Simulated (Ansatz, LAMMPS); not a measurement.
# Structural relaxation of glassy 65SiO2-10Al2O3-25Li2O (mol %) (128 atoms)

Wanted: the relaxed structure of glassy 65SiO2-10Al2O3-25Li2O (mol %) (128 atoms) and its electronic structure.

Program: Ansatz 0.2.0. Level of theory: Kohn-Sham DFT, r2SCAN, PAW (set soft_2), plane waves. Results are calculated unless marked as measured.

### Step 1. Set-up

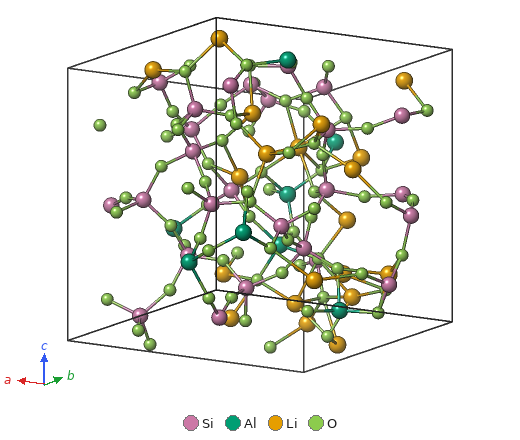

The starting structure, seen from a free direction (silicon pink, aluminium teal, lithium orange, oxygen green). Bonds to atoms that aren't drawn are left out. Some periodic images of atoms are drawn too.

The cell holds 128 atoms: 26 Si, 8 Al, 20 Li and 74 O. Cell: a = 11.515 Å, b = 11.515 Å, c = 11.515 Å, α = 90.0°, β = 90.0°, γ = 90.0°. 128 atoms (26 Si, 8 Al, 20 Li, 74 O) placed at random at 2.38 g/cm³, melted at 4000 K for 10 ps at fixed volume with the Morse and Coulomb pair potential with partial charges (Pedone, Malavasi, Menziani, Cormack and Segre, J. Phys. Chem. B 110, 11780 (2006)). Quenched from 4000 K to 300 K at 100 K/ps and fixed volume, held 10 ps at zero pressure.

Before any run, some limits are plain. The quench rate of 100 K/ps far exceeds what a furnace or splat quench reaches, so expect more defects and frozen-in strain than in a real sample. The network of bonds at the start is that of the classical potential that made the cell. Only the Γ point is sampled, in a cell whose shortest periodic width is 12 Å.

### Step 2. Single point at the start

A single point comes first, to see the forces before anything moves.

File input.yaml:

```yaml
crystal:
  lattice:
    - [11.51499, 0.0, 0.0]
    - [0.0, 11.51499, 0.0]
    - [0.0, 0.0, 11.51499]
  atoms:
    - { symbol: Si, position: [0.15305, 0.96522, 0.37825] }
    - { symbol: Si, position: [0.80406, 0.65741, 0.40218] }
    - { symbol: Si, position: [0.90154, 0.70118, 0.73061] }
    - { symbol: Si, position: [0.38315, 0.76874, 0.70292] }
    [... 118 atom lines left out ...]
    - { symbol: O, position: [0.83445, 0.36721, 0.59099] }
    - { symbol: O, position: [0.7749, 0.74256, 0.71405] }
    - { symbol: O, position: [0.42552, 0.5304, 0.21765] }
    - { symbol: O, position: [0.95122, 0.71325, 0.86129] }
    - { symbol: O, position: [0.34149, 0.23049, 0.25665] }
    - { symbol: O, position: [0.42719, 0.31148, 0.46488] }
kpoints:
  mp_grid: { grid: [1, 1, 1] }
hamiltonian:
  xc: r2scan
scf:
  occupations: { method: fermi_dirac, width: 0.025 }
output:
  forces: true
  stress: true
  populations: true
  dos:
    method: { smearing: { sigma: 0.15 } }
    de: 0.1
    projected: { site_lists: { Al: [Al], Li: [Li], O: [O], Si: [Si] } }
  eigenvalues: true
```

The run is started by

```
> ansatz run input.yaml --threads 4 --pin off --max-ram 8192MiB --backend cpu --events-out ev --progress --plain --runs-dir out
```

The job ended after 62 s (4 threads of Arm Neoverse V2, shared host; peak memory 4.6 GiB; 4 min of CPU time).

Numbers from this run:

* free energy: -67276.8635 eV
* free energy per atom: -525.6005 eV/atom
* SCF cycles: 10
* pressure: 3.529 GPa
* r.m.s. force component: 1.237 eV/Å
* longest force: 5.724 eV/Å
* Fermi energy: 5.588 eV
* gap (highest filled to lowest empty level): 4.283 eV
* spilling of the projection: 0.01205

The r.m.s. force component of 1.2 eV/Å and the pressure of 3.5 GPa set the starting point.

Neighbours are counted within 2.08 Å (O-Si), 2.58 Å (O-Li), 2.27 Å (O-Al).

Length of the force by element and coordination:

```csv
element,coordination,atoms,mean length of the force (eV/Å),spread,least,most
Al,all,8,2.82,1.11,1.64,4.39
Li,all,20,0.653,0.265,0.267,1.48
Li,3,4,0.559,0.149,0.303,0.679
Li,4,14,0.696,0.295,0.267,1.48
Li,5,2,0.545,0.0735,0.471,0.619
O,all,74,1.81,0.901,0.334,4.50
O,2,28,1.65,0.937,0.334,4.20
O,3,28,1.95,0.955,0.474,4.50
O,4,16,1.84,0.728,0.395,3.23
O,5,2,1.61,0.239,1.37,1.85
Si,all,26,2.58,1.08,1.14,5.72
```

### Step 3. Relaxation

The atoms are relaxed in the fixed cell, aiming at the force tolerance of the input.

input.yaml, the sections that differ from step 2:

```yaml
output:
  forces: true
relax:
  f_tol: 0.03
  max_steps: 200
# crystal, kpoints, hamiltonian, scf: as in step 2
```

Wall time 20 min (4 threads); peak memory 4.5 GiB; 77 min of CPU time.

The steps of the relaxation (22 of 34):

```csv
step,energy less that of the first step (eV),largest force component (eV/Å)
1,0.0000,4.9663
3,-8.1578,0.5326
4,-8.6612,0.4355
6,-9.1495,0.2259
7,-9.2595,0.3822
9,-9.5019,0.1721
10,-9.6100,0.1382
12,-9.8035,0.1018
14,-9.8337,0.1362
15,-9.8233,0.2018
17,-9.8658,0.0265
18,-9.8698,0.0637
20,-9.8723,0.1141
21,-9.8815,0.0866
23,-9.8876,0.0453
25,-9.9018,0.0749
26,-9.9150,0.1292
28,-9.9304,0.1167
29,-9.9333,0.0676
31,-9.9361,0.0416
32,-9.9361,0.0482
34,-9.9380,0.0101
```

Relaxation steps 15, 22, 27, 30, 32 were tried and not accepted.

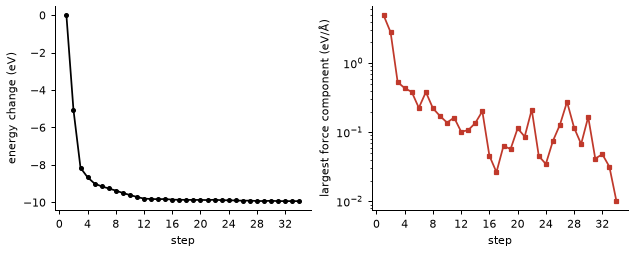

Energy and largest force along the relaxation.

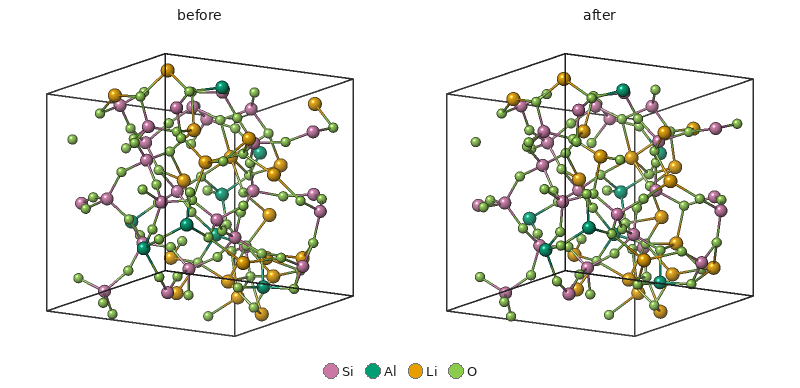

Before and after, at one scale. Bonds to atoms that aren't drawn are left out.

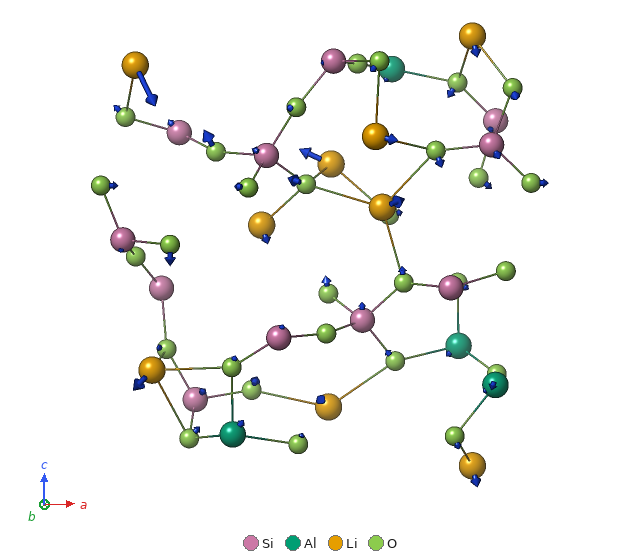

Displacements in the relaxation, scaled; the longest in the cell stands for 1.78 Å. Drawn is a slice 4 Å thick, seen along the normal of the ac plane.

The atoms that moved most (Å):

```csv
atom,dx,dy,dz,length
Li35,0.514,-1.276,-1.135,1.784
Li41,-0.248,0.574,0.691,0.932
Li39,-0.810,0.229,0.371,0.920
Li54,-0.436,0.373,-0.529,0.780
O115,-0.337,-0.227,0.609,0.732
Li49,0.563,0.426,0.163,0.725
O71,0.350,-0.035,-0.510,0.619
O105,-0.436,0.406,0.126,0.609
```

The relaxation changed the energy by -77.6 meV/atom, and atoms moved by 0.35 Å r.m.s., 1.8 Å at most.

### Step 4. Local order after relaxation

Bonds before and after, by the cutoffs listed below:

```csv
pair,bonds before,bonds after,mean before (Å),mean after (Å),spread before (Å),spread after (Å)
O-Si,104,104,1.607,1.621,0.042,0.028
O-Li,75,72,2.111,2.020,0.154,0.149
O-Al,32,32,1.748,1.763,0.067,0.045
```

Density 2.47 g/cm³, 11.93 Å³ an atom.

g(r), total and by pair (bins of 0.2 Å):

```csv
r (Å),total,O-O,O-Si,O-Li,O-Al,Si-Si,Si-Li
1.50,0.69,0.00,2.92,0.00,0.00,0.00,0.00
1.70,2.95,0.00,9.56,0.26,9.07,0.00,0.00
1.90,0.91,0.00,0.00,4.42,1.51,0.00,0.00
2.10,0.36,0.00,0.00,1.90,0.00,0.00,0.00
2.30,0.15,0.00,0.00,0.62,0.00,0.00,0.00
2.50,0.57,1.49,0.00,0.20,0.00,0.00,0.00
2.70,1.57,3.76,0.00,0.50,0.00,0.00,1.74
2.90,1.07,1.65,0.08,0.63,0.12,2.06,2.73
3.10,1.01,1.03,0.29,0.72,0.21,4.33,1.33
3.30,0.89,0.70,0.70,0.76,1.49,0.35,2.06
3.50,1.03,0.64,1.47,1.27,1.52,0.00,0.77
3.70,0.84,0.49,1.13,1.02,1.14,0.26,0.77
3.90,1.07,0.75,1.79,1.15,1.21,0.47,0.76
4.10,1.21,0.79,2.12,1.22,1.35,0.52,0.78
4.30,1.14,0.68,1.44,1.57,1.94,0.87,1.02
4.50,0.96,0.90,0.75,1.43,0.76,1.24,0.93
4.70,0.94,1.17,0.71,0.93,0.84,1.21,0.96
4.90,1.16,1.52,0.64,1.04,0.68,2.17,0.98
5.10,1.04,1.39,0.76,0.57,1.02,1.44,0.99
5.30,0.97,1.37,0.70,0.74,0.59,0.70,1.47
5.50,0.90,0.91,0.93,0.81,0.95,0.78,0.96
5.70,0.94,0.81,0.81,0.90,1.01,1.38,1.50
```

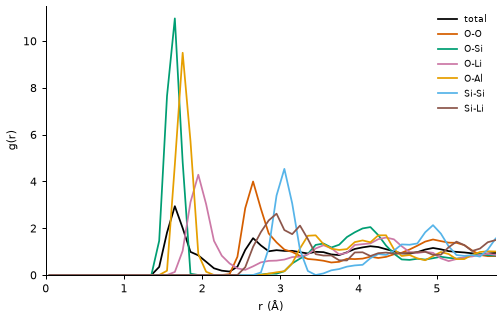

Pair distribution functions, lightly smoothed.

Bonds by pair of elements; cutoffs follow the first minimum of g(r), held within bounds set by covalent radii, and pairs that aren't listed don't count as bonded:

```csv
pair A-B,cutoff (Å),bonds,mean length (Å),spread (Å),shortest (Å),B about A,A about B
O-Si,2.08,104,1.62,0.028,1.56,1.41,4
O-Li,2.52,72,2.02,0.149,1.79,0.973,3.6
O-Al,2.27,32,1.76,0.045,1.70,0.432,4
```

How many atoms have how many bonded neighbours:

```csv
element,mean,2,3,4,5
Al,4,0,0,8,0
Li,3.6,0,10,8,2
O,2.81,29,32,11,2
Si,4,0,0,26,0
```

Bond angles, per cent of each kind in bins of 5°:

```csv
angle (°),O-Si-O,O-Li-O,Li-O-Si,O-Al-O,Li-O-Li
60–65,0.0,0.0,0.0,0.0,5.0
65–70,0.0,3.1,0.0,0.0,7.5
70–75,0.0,4.1,0.0,0.0,7.5
75–80,0.0,3.1,0.0,0.0,5.0
80–85,0.0,3.1,4.0,0.0,7.5
85–90,0.0,8.2,2.7,0.0,10.0
90–95,0.0,8.2,6.8,2.1,10.0
95–100,1.9,6.1,8.1,8.3,5.0
100–105,16.0,7.1,10.8,25.0,7.5
105–110,39.7,21.4,14.9,27.1,5.0
110–115,31.4,3.1,6.8,16.7,0.0
115–120,7.7,5.1,12.2,14.6,5.0
120–125,2.6,7.1,8.1,4.2,5.0
125–130,0.0,4.1,8.1,0.0,7.5
130–135,0.6,2.0,5.4,0.0,5.0
135–140,0.0,3.1,5.4,2.1,2.5
140–145,0.0,5.1,2.7,0.0,5.0
145–150,0.0,3.1,2.7,0.0,0.0
150–155,0.0,0.0,0.0,0.0,0.0
155–160,0.0,1.0,0.0,0.0,0.0
160–165,0.0,1.0,0.0,0.0,0.0
165–170,0.0,0.0,1.4,0.0,0.0
170–175,0.0,1.0,0.0,0.0,0.0
```

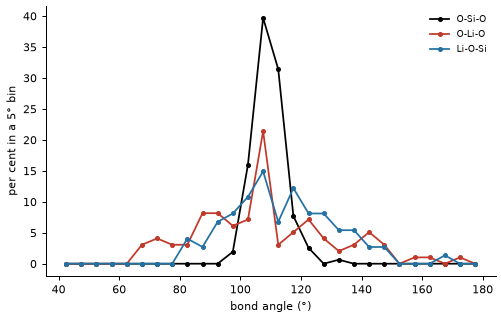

Distributions of the most common bond angles.

Bond angles (no mean is given where the spread exceeds 20°):

```csv
angle,count,mean (°),spread (°)
O-Si-O,156,109,4.9
O-Li-O,98,-,-
Li-O-Si,74,114,17.1
O-Al-O,48,109,7.7
Li-O-Li,40,-,-
```

Oxygen atoms by the number of network formers (Si, P, Ge, B, Al, As, Ga) bound to them:

```csv
network formers bound to O,O atoms,per cent
0,0,0
1,13,17.6
2,60,81.1
3,1,1.4
```

Network units: each former by its oxygen neighbours and how many of them bridge to another former:

```csv
former,O neighbours,bridging O,atoms
Si,4,2,2
Si,4,3,6
Si,4,4,18
Al,4,2,1
Al,4,3,1
Al,4,4,6
```

Bond length by coordination (bonds to H left out):

```csv
element,coordination,atoms,mean bond length (Å)
Li,3,10,1.96
Li,4,8,2.04
Li,5,2,2.14
O,2,29,1.63
O,3,32,1.80
O,4,11,1.89
O,5,2,2.00
```

Rings of the network by King's shortest-path rule, up to 12 atoms, one path for each pair of neighbours; H, halogens, alkali and alkaline-earth atoms are left out, and the last column divides by all other atoms, bonded or not:

```csv
ring size (atoms),rings,per network atom
6,1,0.009
8,8,0.074
10,9,0.083
12,13,0.12
```

For some of the pairs, g(r) has its first main peak near 2.6 Å (O-O), 1.6 Å (O-Si), 2.0 Å (O-Li), 1.8 Å (O-Al), 3.0 Å (Si-Si) and 2.9 Å (Si-Li). With the cutoffs above, all Al atoms have 4, 50 % of Li atoms have 3, 43 % of O atoms have 3 and all Si atoms have 4 bonded neighbours. The O-Si-O angle averages 109° with a spread of 5°. 81 % of the oxygens bridge two formers (Si and Al) and 18 % are non-bridging; 1 % join three. The commonest Si unit has 4 oxygens, 4 of them shared with other formers (18 of 26 atoms). Rings of 12 atoms are the most common (42 % of those counted); sizes run from 6 to 12, where the search stops.

### Step 5. Single point at the relaxed geometry

One more single point at the end of the walk gives the fuller output and checks the residual forces.

File input.yaml:

```yaml
crystal:
  lattice:
    - [11.51499, 0.0, 0.0]
    - [0.0, 11.51499, 0.0]
    - [0.0, 0.0, 11.51499]
  atoms:
    - { symbol: Si, position: [0.15205, 0.96906, 0.38109] }
    - { symbol: Si, position: [0.79938, 0.66028, 0.40429] }
    - { symbol: Si, position: [0.91265, 0.68121, 0.71005] }
    - { symbol: Si, position: [0.36424, 0.78052, 0.71102] }
    [... 118 atom lines left out ...]
    - { symbol: O, position: [0.83441, 0.35365, 0.57357] }
    - { symbol: O, position: [0.78511, 0.72576, 0.68262] }
    - { symbol: O, position: [0.43326, 0.51737, 0.23513] }
    - { symbol: O, position: [0.95643, 0.68562, 0.84143] }
    - { symbol: O, position: [0.34989, 0.23328, 0.2629] }
    - { symbol: O, position: [0.43257, 0.33167, 0.48013] }
kpoints:
  mp_grid: { grid: [1, 1, 1] }
hamiltonian:
  xc: r2scan
scf:
  occupations: { method: fermi_dirac, width: 0.025 }
output:
  forces: true
  stress: true
  populations: true
  dos:
    method: { smearing: { sigma: 0.1 } }
    de: 0.1
    projected: { site_lists: { Al: [Al], Li: [Li], O: [O], Si: [Si] } }
  eigenvalues: true
  write_density: true
  write_potential: true
  volumetric_format: npy
```

It took 69 s on 4 threads; peak memory 4.6 GiB.

The run gave:

```yaml
free_energy: -67286.8014 eV
free_energy_per_atom: -525.6781 eV/atom
scf_cycles: 10
pressure: 0.7806 GPa
r_m_s_force_component: 0.00335 eV/Å
longest_force: 0.01253 eV/Å
fermi_energy: 5.538 eV
spacing_of_highest_filled_and_lowest_empty_level: 4.561 eV
spilling_of_the_projection: 0.01201
```

Löwdin charges by element and coordination (they lack the spilled electrons, 0.059 e an atom on average):

```csv
element,coordination,atoms,mean charge (e),spread,least,most
Al,all,8,1.35,0.0489,1.25,1.40
Li,all,20,0.819,0.0151,0.791,0.850
Li,3,10,0.823,0.0144,0.802,0.850
Li,4,8,0.813,0.0158,0.791,0.840
Li,5,2,0.823,8.0e-4,0.822,0.824
O,all,74,-0.893,0.082,-1.14,-0.804
O,2,29,-0.836,0.0252,-0.887,-0.804
O,3,32,-0.897,0.056,-1.03,-0.827
O,4,11,-0.999,0.09,-1.14,-0.841
O,5,2,-1.08,0.0285,-1.11,-1.05
Si,all,26,1.79,0.0469,1.67,1.86
```

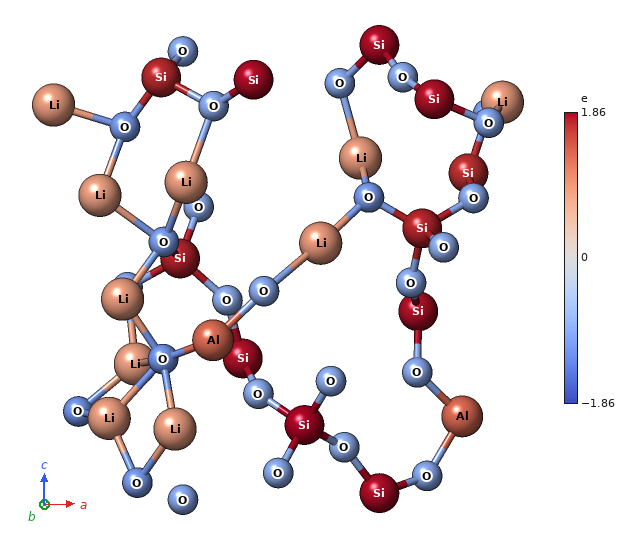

Atoms coloured by Löwdin charge. Drawn is a slice 4 Å thick, seen along the normal of the ac plane. Bonds to atoms that aren't drawn are left out.

Density of states as counts of states in windows of 1 eV (from the Fermi level), total and the larger projections:

```csv
from (eV),to (eV),total,O p,Si p
-18,-13,0.0,0.0,0.0
-13,-12,7.8,5.3,0.3
-12,-11,12.2,8.5,0.7
-11,-10,16.5,11.8,1.5
-10,-9,27.1,20.5,3.9
-9,-8,33.2,25.8,4.5
-8,-7,45.1,36.0,4.6
-7,-6,65.5,56.6,3.5
-6,-5,80.6,73.9,2.1
-5,-4,84.0,79.3,1.3
-4,-3,59.0,56.5,0.6
-3,-2,13.0,12.4,0.1
-2,2,0.0,0.0,0.0
2,3,2.0,0.0,0.0
3,4,9.2,0.9,0.9
4,5,17.7,1.7,2.7
```

Between -26 and -18 eV lie 148 more states.

About 40 of the 632 electrons lie in deeper levels, below the stored range.

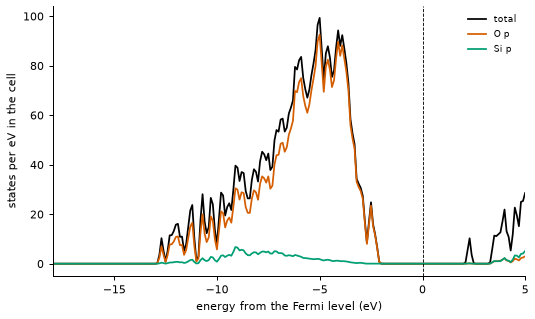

Total and projected density of states, with the broadening of the input.

The levels nearest the highest filled one (over half full), pooled over k-points and spins:

```csv
level less the highest filled one (eV),occupation
-0.632,2
-0.521,2
-0.300,2
-0.239,2
-0.169,2
0,2
4.56,0
5.76,0
5.93,0
6.10,0
6.26,0
6.27,0
```

Mean Löwdin charges: Al +1.35, Li +0.82, O -0.89, Si +1.79 e (they miss 1.2 % of the electrons, so they add up to more than the cell's charge).

### Step 6. Results

| Property | Result |
| --- | --- |
| energy change in the relaxation | -77.64 meV/atom |
| r.m.s. displacement | 0.347 Å |
| largest displacement | 1.784 Å |
| free energy per atom | -525.6781 eV/atom |
| pressure | 0.7806 GPa |
| r.m.s. force component | 0.00335 eV/Å |
| gap (highest filled to lowest empty level) | 4.561 eV |
| wall time of the 3 DFT runs | 22 min |

**Reading.** Relaxation lowers the energy by 77.6 meV/atom and moves atoms by 0.35 Å r.m.s.; the r.m.s. force component goes from 1.2 to 0.0034 eV/Å, the pressure goes from 3.5 to 0.78 GPa, and the gap from 4.28 to 4.56 eV. By the final cutoffs 11 of 211 bonded pairs parted and 8 joined. First to last step the energy falls by 9.938 eV; the largest move, 1.78 Å, is that of Li35. The O-Li bonds change most in mean length: from 2.111 Å (spread 0.154) to 2.020 Å (spread 0.149), and their number from 75 to 72. With the cutoffs above, all Al atoms have 4, 50 % of Li atoms have 3, 43 % of O atoms have 3 and all Si atoms have 4 bonded neighbours. 81 % of the oxygens bridge two formers (Si and Al) and 18 % are non-bridging; 1 % join three. Between filled and empty levels lie 4.56 eV (at Γ alone); a semilocal functional tends to put such gaps too low. In a disordered cell it changes from sample to sample, and tail or defect levels can set it.

What to keep in mind: The starting topology of bonds comes from the classical model; in DFT 11 of its 211 bonded pairs passed out of the cutoffs and 8 came within them.

[Logs are printed without paths, hosts, clocks, repeated set-up lines and the standing remarks that a program may print on its own settings, such as how far it seeks lower states.]

[Hosts, paths, dates, database ids (printed as entryN), source tags and the programs' standing remarks are cut or masked in the printed files.]
